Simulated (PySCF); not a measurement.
# C₁₀H₁₆: circular dichroism and optical rotation, excited states, first hyperpolarisability

What do calculations give for the circular dichroism and optical rotation, excited states, first hyperpolarisability of C₁₀H₁₆ (`CC1=C=CCCCCCC1`)?

Computed with PySCF 2.14.0 and routines of our own; the level stands in each step. Atoms count from 0.

## (1) The system as given

26 atoms, charge 0, multiplicity 1; geometry from: GFN2-xTB.

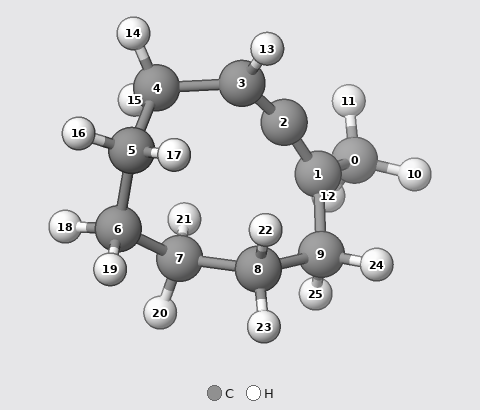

The starting geometry (carbon grey, hydrogen white).

## (2) Optimising the geometry at PBE0-D3(BJ)/def2-SVP

What the job is given:

```
{"job": {"xc": "PBE0", "basis": "def2-SVP", "d3": "d3bj", "grid": 2, "kind": "geom"}, "charge": 0, "multiplicity": 1}
C      3.106678    -0.192943    -0.839277
C      1.844837    -0.129727    -0.030671
C      1.161652     0.956470     0.181759
C      0.259732     1.857785     0.425452
C     -1.025426     1.975704    -0.353064
C     -2.107569     1.114382     0.329025
C     -2.258960    -0.310631    -0.222072
C     -0.972294    -1.116970    -0.414203
C     -0.161090    -1.374045     0.862349
C      1.340607    -1.431098     0.564832
H      3.927082    -0.566712    -0.226029
H      3.372018     0.791012    -1.218087
H      2.981659    -0.873711    -1.681843
H      0.361621     2.526734     1.271659
H     -1.347155     3.018634    -0.363454
H     -0.888243     1.652620    -1.384980
H     -3.078359     1.605260     0.219538
H     -1.894460     1.073158     1.399767
H     -2.749139    -0.248729    -1.197936
H     -2.931454    -0.857370     0.444852
H     -1.242663    -2.075150    -0.865597
H     -0.342811    -0.591977    -1.132012
H     -0.339263    -0.576931     1.583172
H     -0.475602    -2.312417     1.323515
H      1.891535    -1.655260     1.483631
H      1.546019    -2.235472    -0.147051
```

Launch:

```bash
$ OMP_NUM_THREADS=1 python excited_run.py task.json out
```

This one command runs all jobs of the session in turn.

Standard output:

```text
step   0  E = -389.91112226  max force = 0.014373
step   1  E = -389.91405691  max force = 0.002388
step   2  E = -389.91411425  max force = 0.000750
step   3  E = -389.91412196  max force = 0.000372
optimisation converged
```

It took 1.9 min on 1 thread of Arm Neoverse V1, shared host; peak memory 1.1 GiB.

The steps of the relaxation:

```
step  energy from step 0 (eV)  largest force component (eV/Å)
   0                   0.0000                          0.7391
   1                  -0.0799                          0.1228
   2                  -0.0814                          0.0386
   3                  -0.0816                          0.0191
```

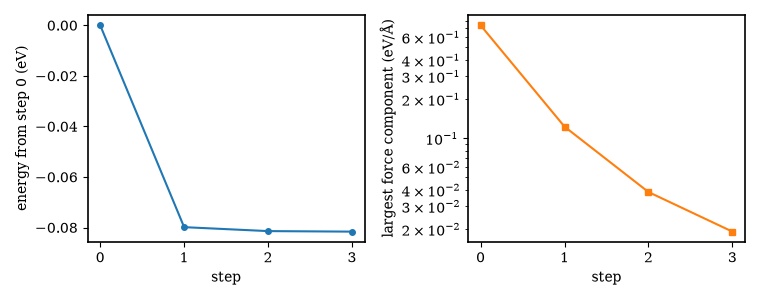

Energy and largest force along the relaxation.

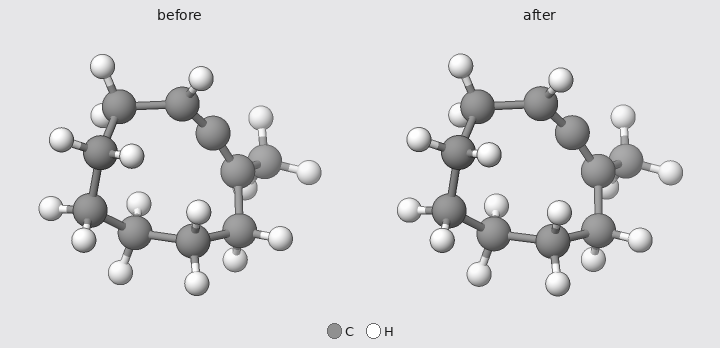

Before and after, at one scale.

Close pairs (by a distance rule), those that changed most:

```
  bond  before (Å)  after (Å)  change (Å)
C3–H13       1.083      1.099      +0.016
 C1–C2       1.301      1.315      +0.014
C0–H10       1.090      1.103      +0.013
C0–H12       1.090      1.103      +0.013
 C2–C3       1.298      1.311      +0.013
C7–H21       1.090      1.102      +0.012
C8–H22       1.089      1.101      +0.012
C9–H25       1.094      1.106      +0.012
```

The final coordinates are the input of the step that follows.

```
                         at the end point                value
  point group (found at 0.08 Å tolerance)                   C1
rotational constants (GHz, main isotopes)  1.994, 1.046, 0.783
                        dipole moment (D)                 0.54
```

## (3) Circular dichroism and optical rotation: TDDFT CAM-B3LYP/def2-SVPD

What the job is given:

```
{"job": {"kind": "ecd", "xc": "CAM-B3LYP", "basis": "def2-SVPD", "nstates": 12}, "charge": 0, "multiplicity": 1}
C      3.107034    -0.189917    -0.945812
C      1.833273    -0.132319    -0.155745
C      1.128055     0.959797     0.039442
C      0.208130     1.862855     0.277284
C     -1.095106     1.976011    -0.477874
C     -2.185718     1.121060     0.199899
C     -2.331532    -0.317363    -0.314569
C     -1.056123    -1.137363    -0.503421
C     -0.197443    -1.386269     0.744196
C      1.295525    -1.432464     0.422535
H      3.932114    -0.584234    -0.328531
H      3.399835     0.800235    -1.319290
H      2.999586    -0.871874    -1.806226
H      0.307092     2.492482     1.173066
H     -1.415581     3.029471    -0.497914
H     -0.963201     1.667925    -1.527295
H     -3.164648     1.614260     0.080278
H     -1.995076     1.116224     1.286839
H     -2.843002    -0.280694    -1.292362
H     -3.024112    -0.851695     0.359643
H     -1.333977    -2.106868    -0.950231
H     -0.437493    -0.636946    -1.265501
H     -0.368389    -0.594353     1.490256
H     -0.496252    -2.328563     1.231463
H      1.876250    -1.705515     1.322074
H      1.495543    -2.232972    -0.313295
```

Method: TDDFT CAM-B3LYP/def2-SVPD circular dichroism and optical rotation, one conformer, gas phase.

Standard output:

```text
coarse grid: 20784 points
cycle   1  E = -390.0155116643  dE =  1.362e+00  |g| = 3.505e-01  |ddm| = 1.222e+01
cycle   2  E = -390.0336122482  dE = -1.810e-02  |g| = 2.865e-01  |ddm| = 1.741e+00
cycle   3  E = -390.0547689716  dE = -2.116e-02  |g| = 5.497e-02  |ddm| = 8.504e-01
cycle   4  E = -390.0554107742  dE = -6.418e-04  |g| = 2.756e-02  |ddm| = 2.014e-01
cycle   5  E = -390.0555902478  dE = -1.795e-04  |g| = 5.386e-03  |ddm| = 8.063e-02
cycle   6  E = -390.0555974044  dE = -7.157e-06  |g| = 1.269e-03  |ddm| = 2.224e-02
final grid: 198032 points
cycle   7  E = -390.1423675204  dE = -7.693e-05  |g| = 4.452e-03  |ddm| = 3.076e-01
cycle   8  E = -390.1423686369  dE = -1.117e-06  |g| = 4.199e-03  |ddm| = 3.387e-02
cycle   9  E = -390.1423731534  dE = -4.516e-06  |g| = 4.512e-04  |ddm| = 9.542e-03
cycle  10  E = -390.1423731919  dE = -3.851e-08  |g| = 2.907e-04  |ddm| = 2.505e-03
cycle  11  E = -390.1423732129  dE = -2.107e-08  |g| = 7.451e-05  |ddm| = 1.070e-03
cycle  12  E = -390.1423732145  dE = -1.537e-09  |g| = 1.289e-05  |ddm| = 2.870e-04
cycle  13  E = -390.1423732145  dE = -7.446e-11  |g| = 6.419e-06  |ddm| = 6.374e-05
converged SCF energy = -390.1423732145

Singlet excitations and rotatory strengths (1e-40 esu^2 cm^2)
state   eV       nm     f(len)   f(vel)    R(len)    R(vel)   main configurations
  1   5.5103   225.0  0.00104  0.00105     8.857     9.051   H->L 0.34, H->L+1 0.24, H->L+2 0.13
  2   5.9190   209.5  0.00134  0.00131   -11.998   -12.031   H-1->L+1 0.40, H->L+1 0.27, H-1->L+3 0.10
  3   6.6097   187.6  0.03790  0.03939    41.790    43.303   H->L 0.46, H->L+2 0.30
  4   6.8577   180.8  0.04741  0.04786   -25.996   -24.296   H-1->L 0.71
  5   6.9388   178.7  0.55278  0.53921    -3.653    -3.027   H->L+2 0.27, H->L+1 0.25, H-1->L+1 0.16
  6   7.2346   171.4  0.09496  0.09494     0.316    -4.545   H->L+4 0.52, H->L+3 0.15, H-1->L+2 0.08
  7   7.3230   169.3  0.12659  0.12625    29.733    26.574   H-1->L+2 0.32, H->L+4 0.16, H-1->L+5 0.15
  8   7.5420   164.4  0.00904  0.00901    -1.342    -1.258   H->L+3 0.53, H->L+4 0.08, H->L+1 0.08
  9   7.5797   163.6  0.02110  0.02075    13.890    16.607   H->L+5 0.36, H-1->L+4 0.29, H-1->L+3 0.10
 10   7.6560   161.9  0.03797  0.03831    17.443    18.505   H-1->L+2 0.23, H->L+5 0.19, H-1->L+4 0.14
 11   7.8416   158.1  0.00859  0.00949    -5.724    -5.785   H-1->L+3 0.26, H-1->L+4 0.20, H-1->L+1 0.15
 12   7.9934   155.1  0.00664  0.00722     7.581     8.374   H-1->L+5 0.34, H-1->L+3 0.22, H-1->L+2 0.10

Specific rotation (deg / (dm g/mL))
    nm     length   length(OI)   velocity    alpha(len)  alpha(vel)
  633.0     242.65     242.87     241.40      121.593    120.896
  589.3     285.75     286.02     284.39      122.097    121.397
  546.0     341.52     341.85     340.03      122.731    122.028
  436.0     596.05     596.68     594.50      125.407    124.689
  405.0     725.64     726.43     724.34      126.653    125.929
  365.0     974.35     975.48     973.99      128.869    128.132
  355.0    1058.68    1059.93    1058.77      129.575    128.833
```

It took 5.4 min on 1 thread of Arm Neoverse V1, shared host; peak memory 1.5 GiB.

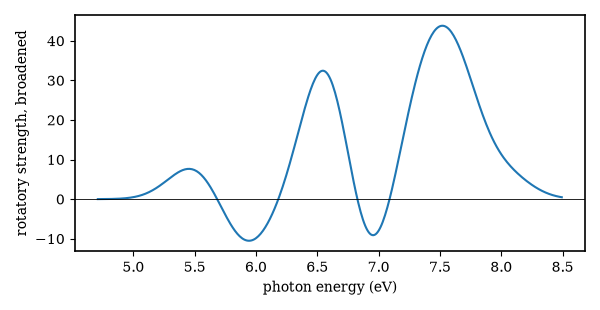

Circular dichroism: velocity-form rotatory strengths under Gaussians of 0.3 eV half-width at 1/e.

The fields below are evaluated on a grid from the run's orbitals.

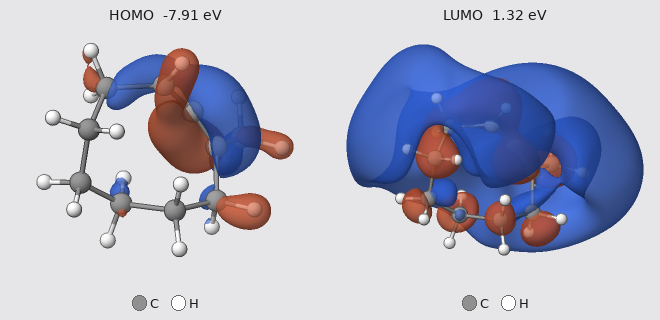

Frontier orbitals at CAM-B3LYP/def2-SVPD; each surface holds 70 % of the orbital's density, blue and red mark the sign.

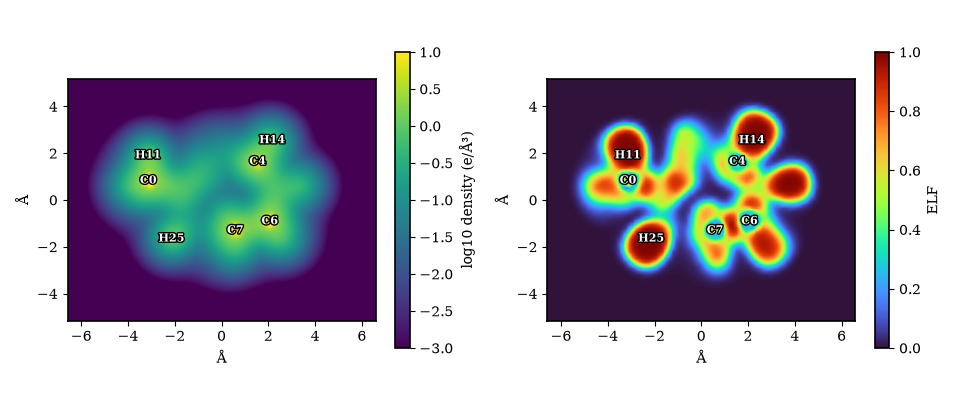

Density (left) and ELF (right) in a plane through or near 7 of the atoms.

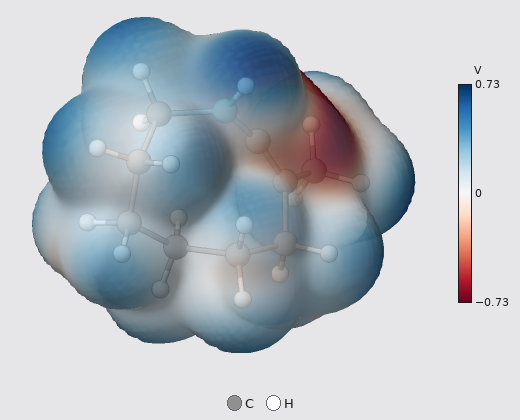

The potential that a unit positive charge feels on the 0.002 e/bohr³ surface, from -0.73 V near C2 to 0.58 V near H13.

## (4) Excited states: TDA CAM-B3LYP/def2-SVPD

Settings changed since step 3:

```diff
@@ -1,2 +1,2 @@
-{"job": {"kind": "ecd", "xc": "CAM-B3LYP", "basis": "def2-SVPD", "nstates": 12}, "charge": 0, "multiplicity": 1}
+{"job": {"kind": "states", "xc": "CAM-B3LYP", "basis": "def2-SVPD", "tda": true, "soc": true, "nstates": 6, "ntriplets": 5, "nquad": 4}, "charge": 0, "multiplicity": 1}
 C      3.107034    -0.189917    -0.945812
```

Method: TDA CAM-B3LYP/def2-SVPD excited states, vertical, gas phase, spin-orbit mean-field couplings.

Standard output:

```text
coarse grid: 20784 points
cycle   1  E = -390.0155116643  dE =  1.362e+00  |g| = 3.505e-01  |ddm| = 1.222e+01
cycle   2  E = -390.0336122482  dE = -1.810e-02  |g| = 2.865e-01  |ddm| = 1.741e+00
cycle   3  E = -390.0547689716  dE = -2.116e-02  |g| = 5.497e-02  |ddm| = 8.504e-01
cycle   4  E = -390.0554107742  dE = -6.418e-04  |g| = 2.756e-02  |ddm| = 2.014e-01
cycle   5  E = -390.0555902478  dE = -1.795e-04  |g| = 5.386e-03  |ddm| = 8.063e-02
cycle   6  E = -390.0555974044  dE = -7.157e-06  |g| = 1.269e-03  |ddm| = 2.224e-02
final grid: 198032 points
cycle   7  E = -390.1423675204  dE = -7.693e-05  |g| = 4.452e-03  |ddm| = 3.076e-01
cycle   8  E = -390.1423686369  dE = -1.117e-06  |g| = 4.199e-03  |ddm| = 3.387e-02
cycle   9  E = -390.1423731534  dE = -4.516e-06  |g| = 4.512e-04  |ddm| = 9.542e-03
cycle  10  E = -390.1423731919  dE = -3.851e-08  |g| = 2.907e-04  |ddm| = 2.505e-03
cycle  11  E = -390.1423732129  dE = -2.107e-08  |g| = 7.451e-05  |ddm| = 1.070e-03
cycle  12  E = -390.1423732145  dE = -1.537e-09  |g| = 1.289e-05  |ddm| = 2.870e-04
cycle  13  E = -390.1423732145  dE = -7.446e-11  |g| = 6.419e-06  |ddm| = 6.374e-05
converged SCF energy = -390.1423732145

Singlet excitations
state   eV       nm        f     d(h-e)  d(exc)  Lambda  PR(NTO)  |dmu|/D   mu/D   main configurations
  1   5.5389   223.8   0.00100   0.900   2.765   0.522   1.088    2.229    2.510   H->L 0.34, H->L+1 0.20, H->L+2 0.13
  2   5.9690   207.7   0.00158   0.717   2.799   0.579   1.050    1.670    1.796   H-1->L+1 0.37, H->L+1 0.27, H-1->L+3 0.11
  3   6.6192   187.3   0.02553   0.766   3.717   0.451   1.074    3.725    3.888   H->L 0.44, H->L+2 0.34
  4   6.9751   177.8   0.08384   0.276   3.569   0.485   1.346    1.836    2.392   H-1->L 0.71
  5   7.1361   173.7   0.38213   0.959   3.798   0.554   1.270                     H->L+1 0.37, H->L+2 0.24, H-1->L+1 0.09
  6   7.2712   170.5   0.05268   0.875   4.060   0.327   1.213                     H->L+4 0.66, H->L+3 0.16

Triplet excitations (Tamm-Dancoff)
state   eV     d(h-e)  d(exc)  Lambda  PR(NTO)   main configurations
  1   4.1760   0.061   2.320   0.587   1.453   H->L+1 0.51
  2   4.5435   0.051   2.328   0.531   1.978   H-1->L+1 0.29, H-1->L 0.11, H->L+5 0.09
  3   5.3112   0.926   2.709   0.481   1.008   H->L 0.26, H->L+2 0.14, H-1->L 0.12
  4   5.7348   0.749   2.758   0.518   1.038   H-1->L+1 0.38, H-1->L+3 0.15, H-1->L+5 0.10
  5   6.5202   0.789   3.650   0.447   1.041   H->L 0.41, H->L+2 0.37
S1 - T1 = 1.3629 eV

Spin-orbit couplings |<S|Hso|T>| (cm-1)
             T1       T2       T3       T4       T5
S0        1.977    1.436    9.049   11.611    2.570
S1        3.184    4.632    1.585    0.128    0.528
S2        2.111    6.168    0.302    1.300    1.022
S3        1.631    1.353    0.457    0.579    0.088
S4        0.952    1.338    0.799    2.126    1.283
S5        0.277    1.948    2.969    1.317    0.863
S6        1.235    1.137    1.938    0.619    0.455
T1 sublevels (cm-1): 0.000 0.000 0.005   radiative rates (1/s): 0.0401 0.0183 2.76
```

It took 2.9 min on 1 thread of Arm Neoverse V1, shared host; peak memory 1.4 GiB.

From this job:

```
  quantity    value
S1 less T1  1.36 eV
```

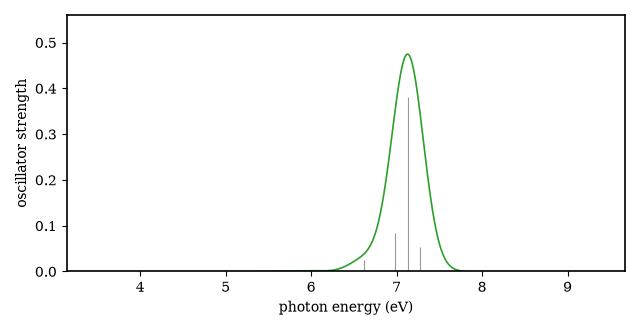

Absorption lines of the singlets. Lines are broadened to a width of 0.40 eV (Gaussian).

## (5) Excited states: TDDFT CAM-B3LYP/def2-SVPD

Settings changed since step 4:

```diff
@@ -1,2 +1,2 @@
-{"job": {"kind": "states", "xc": "CAM-B3LYP", "basis": "def2-SVPD", "tda": true, "soc": true, "nstates": 6, "ntriplets": 5, "nquad": 4}, "charge": 0, "multiplicity": 1}
+{"job": {"kind": "states", "xc": "CAM-B3LYP", "basis": "def2-SVPD", "tpa": true, "nstates": 8, "nquad": 6, "ntriplets": 0}, "charge": 0, "multiplicity": 1}
 C      3.107034    -0.189917    -0.945812
```

Method: TDDFT CAM-B3LYP/def2-SVPD excited states, vertical, gas phase, two-photon moments by quadratic response.

Standard output:

```text
coarse grid: 20784 points
cycle   1  E = -390.0155116643  dE =  1.362e+00  |g| = 3.505e-01  |ddm| = 1.222e+01
cycle   2  E = -390.0336122482  dE = -1.810e-02  |g| = 2.865e-01  |ddm| = 1.741e+00
cycle   3  E = -390.0547689716  dE = -2.116e-02  |g| = 5.497e-02  |ddm| = 8.504e-01
cycle   4  E = -390.0554107742  dE = -6.418e-04  |g| = 2.756e-02  |ddm| = 2.014e-01
cycle   5  E = -390.0555902478  dE = -1.795e-04  |g| = 5.386e-03  |ddm| = 8.063e-02
cycle   6  E = -390.0555974044  dE = -7.157e-06  |g| = 1.269e-03  |ddm| = 2.224e-02
final grid: 198032 points
cycle   7  E = -390.1423675204  dE = -7.693e-05  |g| = 4.452e-03  |ddm| = 3.076e-01
cycle   8  E = -390.1423686369  dE = -1.117e-06  |g| = 4.199e-03  |ddm| = 3.387e-02
cycle   9  E = -390.1423731534  dE = -4.516e-06  |g| = 4.512e-04  |ddm| = 9.542e-03
cycle  10  E = -390.1423731919  dE = -3.851e-08  |g| = 2.907e-04  |ddm| = 2.505e-03
cycle  11  E = -390.1423732129  dE = -2.107e-08  |g| = 7.451e-05  |ddm| = 1.070e-03
cycle  12  E = -390.1423732145  dE = -1.537e-09  |g| = 1.289e-05  |ddm| = 2.870e-04
cycle  13  E = -390.1423732145  dE = -7.446e-11  |g| = 6.419e-06  |ddm| = 6.374e-05
converged SCF energy = -390.1423732145

Singlet excitations
state   eV       nm        f     d(h-e)  d(exc)  Lambda  PR(NTO)  |dmu|/D   mu/D   delta(TPA)   sigma/GM   main configurations
  1   5.5104   225.0   0.00104   0.904   2.758   0.526   1.073    2.274    2.555        2.29      0.025   H->L 0.34, H->L+1 0.24, H->L+2 0.13
  2   5.9191   209.5   0.00134   0.747   2.800   0.581   1.018    1.738    1.852        8.41      0.108   H-1->L+1 0.40, H->L+1 0.27, H-1->L+3 0.10
  3   6.6097   187.6   0.03785   0.720   3.706   0.453   1.116    3.513    3.699       34.10      0.546   H->L 0.46, H->L+2 0.30
  4   6.8579   180.8   0.04726   0.321   3.433   0.505   1.395    1.567    2.060       21.18      0.365   H-1->L 0.71
  5   6.9391   178.7   0.55285   0.515   3.407   0.535   1.544    1.701    1.891       29.77      0.525   H->L+2 0.27, H->L+1 0.25, H-1->L+1 0.16
  6   7.2347   171.4   0.09489   0.654   3.874   0.350   1.363    2.036    2.033       84.48      1.620   H->L+4 0.52, H->L+3 0.15, H-1->L+2 0.08
  7   7.3231   169.3   0.12700   0.391   3.727   0.432   1.778                                            H-1->L+2 0.32, H->L+4 0.16, H-1->L+5 0.15
  8   7.5421   164.4   0.00904   2.058   4.659   0.424   1.311                                            H->L+3 0.53, H->L+4 0.08, H->L+1 0.08
```

Wall time 3.3 min (1 thread of Arm Neoverse V1, shared host); peak memory 1.4 GiB.

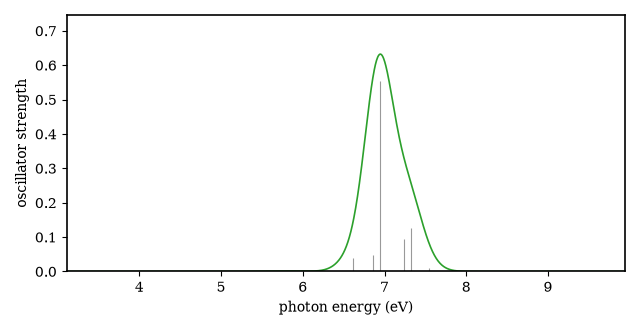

Absorption lines of the singlets. Lines are broadened to a width of 0.40 eV (Gaussian).

## (6) First hyperpolarisability: quadratic response CAM-B3LYP/def2-SVPD

Settings changed since step 5:

```diff
@@ -1,2 +1,2 @@
-{"job": {"kind": "states", "xc": "CAM-B3LYP", "basis": "def2-SVPD", "tpa": true, "nstates": 8, "nquad": 6, "ntriplets": 0}, "charge": 0, "multiplicity": 1}
+{"job": {"kind": "beta", "xc": "CAM-B3LYP", "basis": "def2-SVPD"}, "charge": 0, "multiplicity": 1}
 C      3.107034    -0.189917    -0.945812
```

Method: quadratic response CAM-B3LYP/def2-SVPD first hyperpolarisability, Taylor convention, gas phase.

Standard output:

```text
coarse grid: 20784 points
cycle   1  E = -390.0155116643  dE =  1.362e+00  |g| = 3.505e-01  |ddm| = 1.222e+01
cycle   2  E = -390.0336122482  dE = -1.810e-02  |g| = 2.865e-01  |ddm| = 1.741e+00
cycle   3  E = -390.0547689716  dE = -2.116e-02  |g| = 5.497e-02  |ddm| = 8.504e-01
cycle   4  E = -390.0554107742  dE = -6.418e-04  |g| = 2.756e-02  |ddm| = 2.014e-01
cycle   5  E = -390.0555902478  dE = -1.795e-04  |g| = 5.386e-03  |ddm| = 8.063e-02
cycle   6  E = -390.0555974044  dE = -7.157e-06  |g| = 1.269e-03  |ddm| = 2.224e-02
final grid: 198032 points
cycle   7  E = -390.1423675204  dE = -7.693e-05  |g| = 4.452e-03  |ddm| = 3.076e-01
cycle   8  E = -390.1423686369  dE = -1.117e-06  |g| = 4.199e-03  |ddm| = 3.387e-02
cycle   9  E = -390.1423731534  dE = -4.516e-06  |g| = 4.512e-04  |ddm| = 9.542e-03
cycle  10  E = -390.1423731919  dE = -3.851e-08  |g| = 2.907e-04  |ddm| = 2.505e-03
cycle  11  E = -390.1423732129  dE = -2.107e-08  |g| = 7.451e-05  |ddm| = 1.070e-03
cycle  12  E = -390.1423732145  dE = -1.537e-09  |g| = 1.289e-05  |ddm| = 2.870e-04
cycle  13  E = -390.1423732145  dE = -7.446e-11  |g| = 6.419e-06  |ddm| = 6.374e-05
converged SCF energy = -390.1423732145

Lowest singlets (eV, f): 5.5104 0.0010  5.9191 0.0013  6.6097 0.0379

First hyperpolarisability (au)
process     nm      |vector|   parallel      HRS      DR
static         -       71.41       38.8      34.16    3.44
shg       1907.0       74.81       40.9      35.77   3.466
eope      1907.0       72.51      39.48          -       -
shg       1064.0       83.40      46.22      39.81   3.525
eope      1064.0       75.07      41.05          -       -
```

It took 2.6 min on 1 thread of Arm Neoverse V1, shared host; peak memory 1.4 GiB.

## (7) Results

```
                                                                                       quantity                                                          value
                                                                                    point group                                                             C1
                                                           rotational constants (main isotopes)                                           1.99, 1.05, 0.78 GHz
state of largest rotatory strength (velocity form) among 12 (step 3, TDDFT CAM-B3LYP/def2-SVPD)  6.61 eV, R = +43.3 (velocity), +41.8 (length) ·10⁻⁴⁰ esu² cm²
                              specific rotation at 633.0 nm (step 3, TDDFT CAM-B3LYP/def2-SVPD)                               241.4 (velocity), 242.7 (length)
                                                          surface potential, least and greatest                                             -0.73 V and 0.58 V
                                                   S1 less T1 (step 4, TDA CAM-B3LYP/def2-SVPD)                                                        1.36 eV
                                      β vector (step 6, quadratic response CAM-B3LYP/def2-SVPD)               static 71, SHG 1907.0 nm 75, SHG 1064.0 nm 83 au
```

In words: Relaxing lowered the energy by 0.082 eV in 3 steps; the close pair that moved most is C3–H13, from 1.083 to 1.099 Å. Rotations belong to one conformer and to the handedness of the start. In step 4, the number of triplets below S1 is 3, and the largest singlet-triplet spin-orbit coupling is S0–T4, 11.61 cm⁻¹. β grows from 71 au (static) to 83 au for doubling at 1064.0 nm: normal dispersion, which grows as twice the photon energy moves toward the bright states.
